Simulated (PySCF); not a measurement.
# CH3FGeO (SMILES F[CH]1[O][GeH2]1): BP86/3-21G

What is the vertical ionisation energy of CH3FGeO at BP86/3-21G? The job is set up through a Python script.

Program for the calculation: PySCF 2.14.0.

### 1 The structure to begin with

CH3FGeO: 7 atoms, total charge 0, spin state singlet. As SMILES, `F[CH]1[O][GeH2]1`. The shape is that of a PBE0-D4/def2-TZVP optimisation.

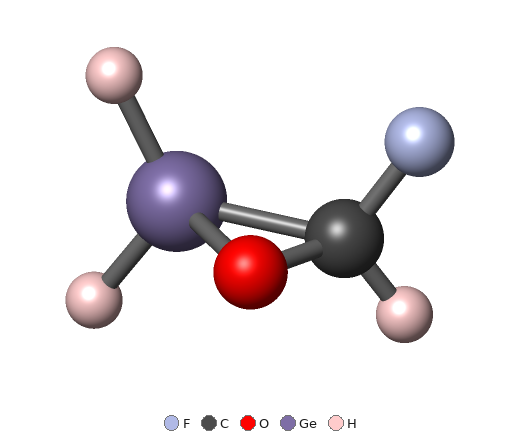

Viewed from a chosen angle; fluorine light blue, carbon dark grey, oxygen red, germanium purple, hydrogen pink.

### 2 A single-point energy at BP86/3-21G

The input, input.py:

```python
from pyscf import gto, dft

molecule = gto.Mole()
molecule.atom = '''
F    0.620300  -1.843500   0.496800
C    0.422600  -0.512700   0.688900
O    1.164100   0.290200  -0.122100
Ge  -0.637600   0.477700  -0.574100
H    0.452300  -0.300800   1.759600
H   -1.088200   1.916400  -0.327200
H   -0.872300  -0.095400  -1.967600
'''
molecule.max_memory = 1860
molecule.basis = '3-21g'
molecule.verbose = 3
molecule.build()

mf = dft.RKS(molecule, xc='bp86')
mf.conv_tol = 1e-10
mf.grids.level = 4
mf.kernel()
if not mf.converged:
    mf = mf.newton().run(mf.mo_coeff, mf.mo_occ)

e_final = mf.e_tot
print('E(%s) = %.9f' % ('BP86', e_final))
```

Command:

```bash
$ OMP_NUM_THREADS=1 python input.py
```

The log of the run:

```text
converged SCF energy = -2280.95399435346
E(BP86) = -2280.953994353
```

It took 7.8 s on 1 thread of Arm Neoverse V2, shared host; peak memory 0.31 GiB.

### 3 The doublet cation

The input, start.xyz:

```xyz
7

F      0.620300    -1.843500     0.496800
C      0.422600    -0.512700     0.688900
O      1.164100     0.290200    -0.122100
Ge    -0.637600     0.477700    -0.574100
H      0.452300    -0.300800     1.759600
H     -1.088200     1.916400    -0.327200
H     -0.872300    -0.095400    -1.967600
```

The input, run.py:

```python
from pyscf import gto, dft

mol = gto.M(
    atom='start.xyz',
    spin=1,
    max_memory=1860,
    verbose=4,
    basis='3-21g',
    charge=1,
)

mf = dft.UKS(mol, xc='bp86')
mf.grids.level = 4
mf.conv_tol = 1e-10
mf.kernel()
if not mf.converged:
    mf = mf.newton().run(mf.mo_coeff, mf.mo_occ)

energy = mf.e_tot
print('E(%s) = %.9f' % ('BP86', energy))
```

Command:

```bash
$ OMP_NUM_THREADS=1 python run.py
```

The log of the run:

```text
PySCF version 2.14.0

[... 57 lines left out ...]
WARN: HOMO -0.2989699377189 >= LUMO -0.298969937718903
[... 54 lines left out ...]
converged SCF energy = -2280.61653038246  <S^2> = 0.75121493  2S+1 = 2.0012146
E(BP86) = -2280.616530382
```

It took 14 s on 1 thread of Arm Neoverse V2, shared host; peak memory 0.32 GiB.

### 4 Results

Level: BP86/3-21G.

| quantity | value |
| --- | --- |
| singlet CH3FGeO: total energy | -2280.95399 Eh |
| singlet CH3FGeO: dipole moment | 2.27 D |
| singlet CH3FGeO: HOMO energy | -5.73 eV |
| singlet CH3FGeO: LUMO energy | -1.64 eV |
| singlet CH3FGeO: HOMO–LUMO gap | 4.09 eV |
| doublet cation: total energy | -2280.61653 Eh |
| doublet cation: HOMO energy (highest over α and β) | -13.54 eV |
| doublet cation: LUMO energy (lowest over α and β) | -12.66 eV |
| doublet cation: ⟨S²⟩ | 0.751 |
| vertical ionisation energy (to the doublet cation) | 9.183 eV |

What this shows: The vertical ionisation energy comes to 9.18 eV (212 kcal/mol). −ε(HOMO) before ionisation, 5.73 eV, is 3.45 eV below this ionisation energy. Mulliken charges (singlet CH3FGeO) run from -0.49 on O3 to +0.59 on Ge4. Mulliken charges (doublet cation) run from -0.35 on O3 to +0.97 on Ge4.
